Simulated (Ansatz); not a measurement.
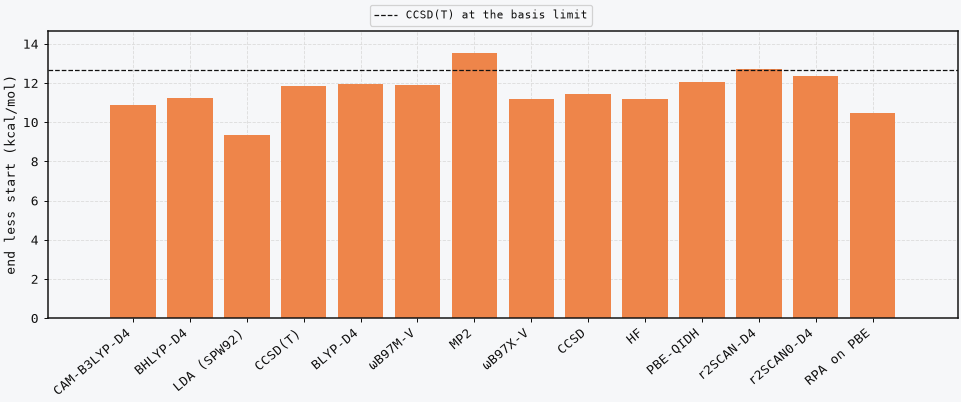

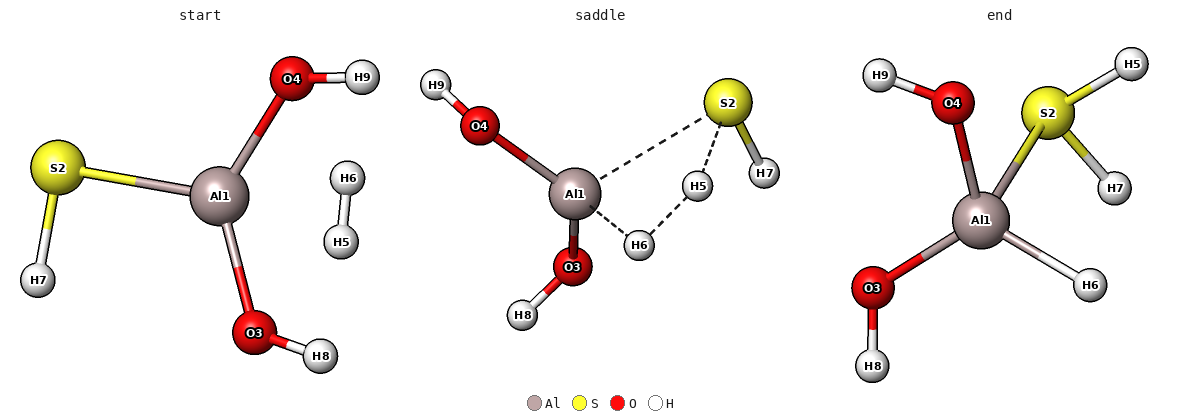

Energy change in one step of AlH₅SO₂, singlet at several levels. In the step Al1–H6 (2.55 → 1.70 → 1.59 Å) and S2–H5 (3.59 → 1.58 → 1.34 Å) form; H5–H6 (0.75 → 1.18 → 3.26 Å) breaks; Al1–S2 (2.17 → 2.39 → 2.57 Å) lengthens (lengths at start, saddle and end; changes of bond order aren't listed). Electronic energies at PBE0-D4/def2-TZVP geometries, energies in def2-TZVPP, the Ansatz code; cores frozen in correlated methods, no zero-point terms. Start and end are the structures at the ends of the path (complexes, where there are several molecules). The line is the MP2 basis limit plus CCSD(T) less MP2 in triple zeta. PBE-QIDH and RPA on PBE hold a correlation term that converges slowly with the basis, so part of the distance to the limit is basis error. No dispersion term is added to PBE-QIDH. The distance of CCSD(T), MP2 and CCSD to the limit includes basis error. The limit lies 0.8 kcal/mol from CCSD(T) in triple zeta, so the line itself is uncertain by a part of that.

Q: What range do the values span, the line included?

A: From 9.4 kcal/mol (LDA (SPW92)) to 13.6 kcal/mol (MP2).

Q: Give the values.

A:
```tsv
level	kcal/mol	less CCSD(T) at the basis limit
CAM-B3LYP-D4	10.9	−1.8
BHLYP-D4	11.2	−1.5
LDA (SPW92)	9.4	−3.3
CCSD(T)	11.8	−0.8
BLYP-D4	11.9	−0.8
ωB97M-V	11.9	−0.8
MP2	13.6	0.9
ωB97X-V	11.2	−1.5
CCSD	11.5	−1.2
HF	11.2	−1.5
PBE-QIDH	12.1	−0.6
r2SCAN-D4	12.7	0.1
r2SCAN0-D4	12.4	−0.3
RPA on PBE	10.5	−2.2
CCSD(T) at the basis limit	12.7	0.0
```
